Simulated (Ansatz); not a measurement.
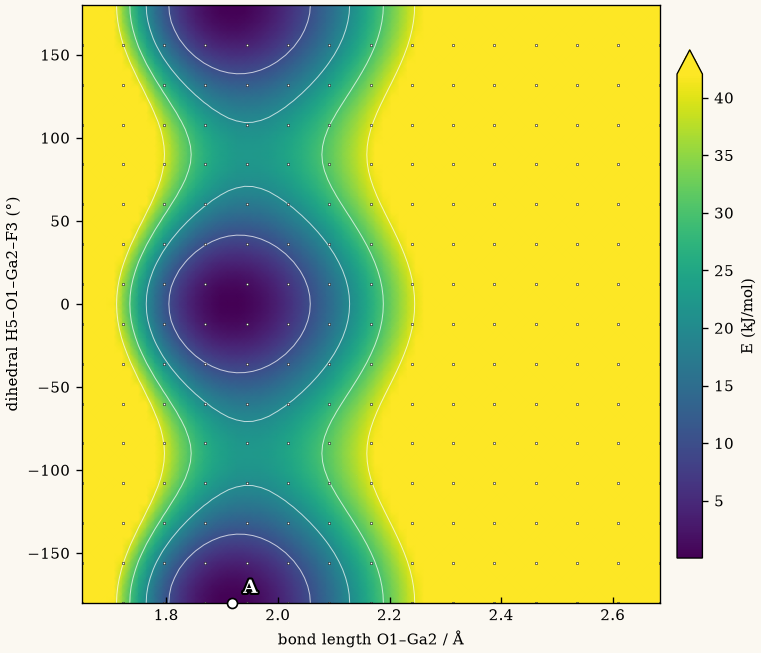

F₂GaH₂O, SMILES [OH2+][Ga]([F])[F], charge +1. The first coordinate is: bond length O1–Ga2; the second: dihedral H5–O1–Ga2–F3. Nothing is relaxed (all other coordinates rigid). The grid has 15 × 15 points; 121 points were computed and 104 follow by symmetry. Energies: kJ/mol, counted from the relaxed molecule at the same level. These are results of Ansatz 0.2.0, RKS CAM-B3LYP-D4/def2-TZVP, not measurements.

The picture shows a smooth colour map with a few white contour lines, dots at the grid points, one colour for all values above the top of the scale, the well A. Between grid points the surface is interpolated.

> Where is the minimum, and how stiff is the well along each coordinate? Take the well at A.

The interpolated minimum is at bond length O1–Ga2 ≈ 1.917 Å, dihedral H5–O1–Ga2–F3 ≈ −180°. The curvatures there are about 13 eV/Å² and 0.49 eV/rad², with a cross term of about 0 eV/(Å·rad). Round the minimum the two coordinates are nearly uncoupled. (1 eV is 96.5 kJ/mol.)
